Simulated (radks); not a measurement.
Run report: Ca, atomic calculation

- system: a free Ca atom in the configuration [Ar] 4s2. The nucleus has an rms radius of 3.1264 fm.
- method: Dirac Kohn-Sham, PBE, spin-unpolarised, spherical densities, finite nucleus (the in-house radial solver radks)

**Summary**

| quantity | value |
| --- | --- |
| outcome | converged |
| total energy | −680.328776 hartree |
| kinetic energy | 685.674291 hartree |
| electron–nucleus energy | −1616.5361 hartree |
| Hartree energy | 286.527072 hartree |
| exchange–correlation energy | −35.994071 hartree |
| radius at density 0.001 e/bohr³ | 5.08 bohr |
| SCF iterations | 15 |
| hardware | 1 CPU thread, shared host |

**Notes**

The nucleus was changed on purpose (rms radius × 0.899), so it needn't be that of the element.

**Input file**
```
Z 20
configuration [Ar] 4s2 3d0 4p0
relativity Dirac
functional pbe,pbe
spin unpolarised
j_filling average
nucleus finite rms 3.1264 fm
c 137.035999084
```

Energies in input and log are in hartree, lengths in bohr (the nuclear radius in fm).

**Log**
```
1s1/2   1   2.0000        -145.11698800
2s1/2   1   2.0000         -15.22500492
2p1/2   1   2.0000         -12.38896400
2p3/2   1   4.0000         -12.25347268
3s1/2   1   2.0000          -1.73038364
3p1/2   1   2.0000          -1.03855938
3p3/2   1   4.0000          -1.02446028
4s1/2   1   2.0000          -0.13840611
3d3/2   1   0.0000          -0.07195464
3d5/2   1   0.0000          -0.07133411
4p1/2   1   0.0000          -0.05196693
4p3/2   1   0.0000          -0.05133076
Etot -680.3287756385004
Ekin 685.6742907224598
Encl -1616.5360677170113
Eh 286.52707212005214
Exc -35.99407076400095
err 7.787511177811017e-10
it 15
```

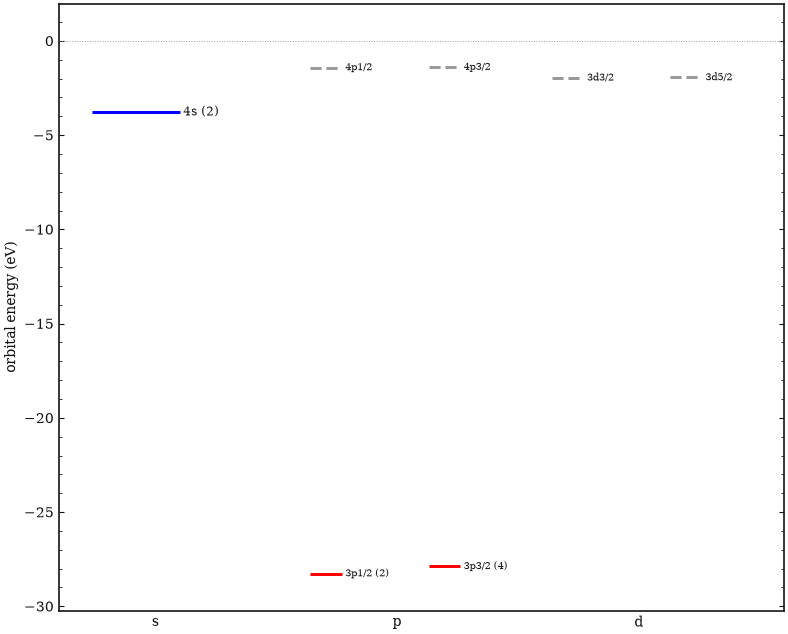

*The outer levels are drawn (occupations in brackets, the lower j at the left of each column, empty levels dashed).*

The highest occupied level is 4s at −3.77 eV. From the top down the occupied levels run 4s (−3.77 eV), 3p3/2 (−27.9 eV), 3p1/2 (−28.3 eV). The lowest empty level drawn is 3d3/2 at −1.96 eV. Spin-orbit splittings: 4p 0.0173 eV, 3d 0.0169 eV, 3p 0.384 eV.

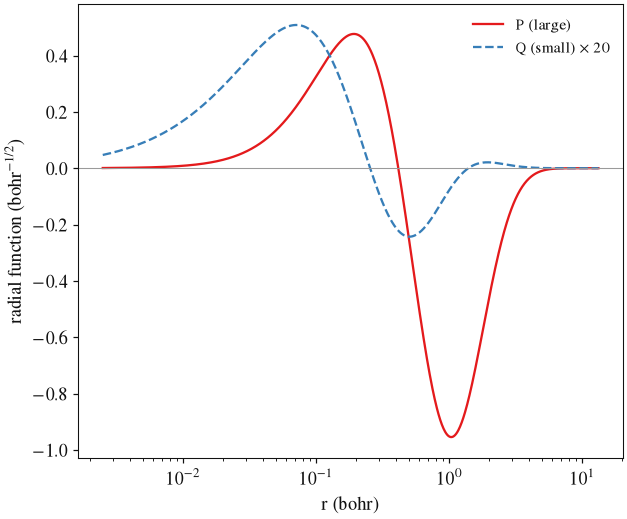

*The large and small radial components of the 3p1/2 spinor.*

The spinor has κ = 1: the large component has l = 1 and 1 radial node (r = 0.418 bohr), the small one has l = 0. The small component carries 0.014 % of the norm; ⟨r⟩ = 1.27 bohr and the eigenvalue is −28.3 eV.

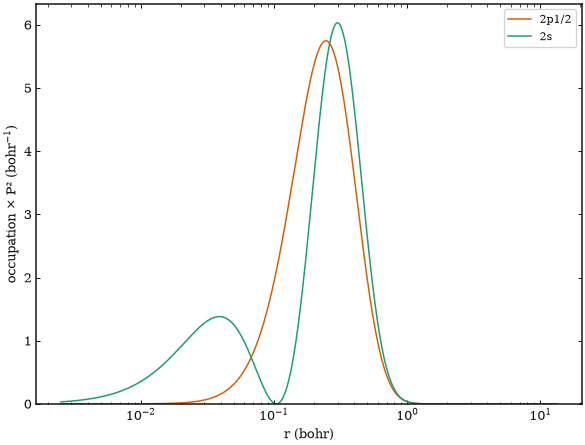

*The radial probability densities P² (large components) of 2s and 2p1/2, each times its occupation.*

2p1/2: outer maximum at 0.245 bohr, ⟨r⟩ = 0.326 bohr, 0 nodes, eigenvalue −337.1 eV; 2s: outer maximum at 0.300 bohr, ⟨r⟩ = 0.364 bohr, 1 node, eigenvalue −414.3 eV.
